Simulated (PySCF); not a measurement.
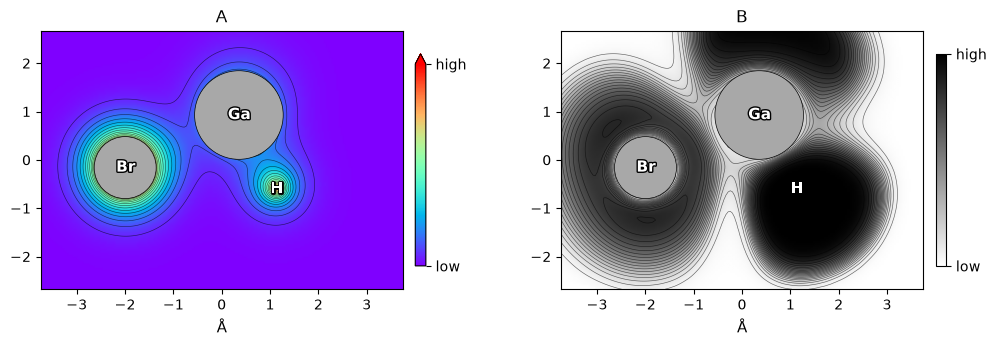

BrGaH₃ (charge −1): 2 fields on the plane of atoms Br2, Ga1 and H3, with unlabelled colour scales. Grey discs cover the atomic cores.

Geometry: PBE0-D3(BJ)/ma-def2-SVP; at this geometry the atoms fall into two loosely joined parts.

The calculation used DFT single point, gas phase, functional wB97X in PySCF.

```yaml
atoms:
  - { symbol: Ga, position_ang: [-1.5779, 1.5690, 0.8082] }
  - { symbol: Br, position_ang: [0.1411, 2.3860, -0.9510] }
  - { symbol: H, position_ang: [-0.3746, 1.4290, 2.0194] }
  - { symbol: H, position_ang: [-0.2881, -1.3173, 0.7453] }
  - { symbol: H, position_ang: [0.0165, -0.7543, 1.1678] }
```

Q: The panels show electron density and electron localisation function in some order. Assign them.

A: Panel A: electron density. Panel B: electron localisation function. From the grid: Ga–Br (2.59 Å): ρ is about 0.38 e/Å³ halfway, with its minimum of 0.32 e/Å³ about 1.1 Å from Ga; the ELF peaks at about 0.80 in the valence shell of Br, 1.0 Å from its nucleus, and is about 0.60 at the midpoint. Ga–H (1.71 Å): ρ at the midpoint is about 0.68 e/Å³; the ELF climbs to about 1 towards the hydrogen.
